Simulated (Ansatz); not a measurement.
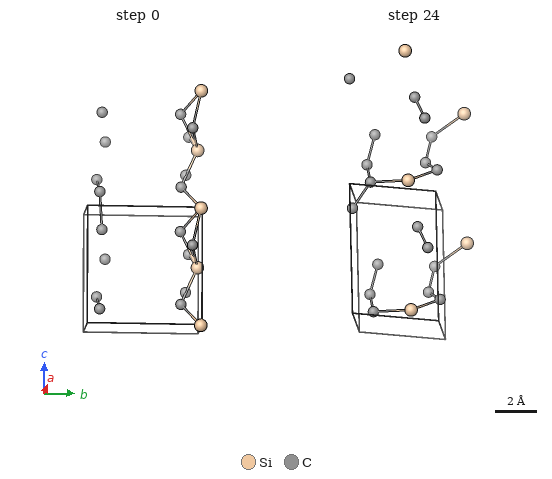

The structure of a crystal of SiC$_{4}$ (a generated structure, set up in P1) (coarse preliminary run) before (left) and after (right) a relaxation, at one scale.

Style: ball-and-stick. Shown: the cell of the calculation, repeated 1 × 1 × 2 with one cell outlined, from a free direction.

Method: Ansatz 0.2.0, DFT PBE, scalar-relativistic, plane waves, PAW. Set-up: plane-wave cutoff 420 eV; k-point mesh 6 × 4 × 4; occupations gaussian; smearing width 0.2 eV; no spin polarisation; cell and atoms relaxed; force threshold 0.025 eV/Å; at most 60 steps.

> Summarise the run.

The run was cut off at its time limit before the relaxation converged, so the last structure is only a point on the way. Over 23 accepted moves (24 points after the start) the energy falls by 1838 meV per atom. The largest force component goes from 6.9 to 0.27 eV/Å. Pressure: 7.26 GPa at the start and 0.81 GPa at the end. The line search rejected the trial step at point 22 of the run. The atom that moves furthest relative to the cell is a Si atom (1.76 Å along [0 2 1]). By element the largest moves are Si 1.76 Å, C 0.80 Å. The drawn cell changes as follows: a 3.493 → 3.417 Å (−2.2 %), b 5.691 → 4.422 Å (−22.3 %), c 5.837 → 6.423 Å (+10.1 %), α 90.5° → 96.5°, β 87.7° → 72.4°, γ 90.3° → 110.9°; the volume changes by −25.5 %. Near-neighbour distances that change, for instance: C–Si 5.264 → 1.974 Å, C–Si 5.145 → 1.866 Å, C–Si 5.685 → 2.509 Å, C–Si 2.456 → 4.350 Å. New bonds form, among them: C–C (1.93 → 1.52 Å), C–C (1.93 → 1.56 Å), C–C (1.98 → 1.37 Å), C–C (2.47 → 1.53 Å). Bonds break, among them: C–Si (2.02 → 3.19 Å). Bond angles that change, for instance: C–Si–C 171.1° → 92.0°, Si–C–C 60.9° → 123.8°, C–Si–C 56.2° → 117.4°. The space group stays P1 (No. 1).

Limits of the set-up: layers or molecules are held without a dispersion correction, so their spacing is unreliable.
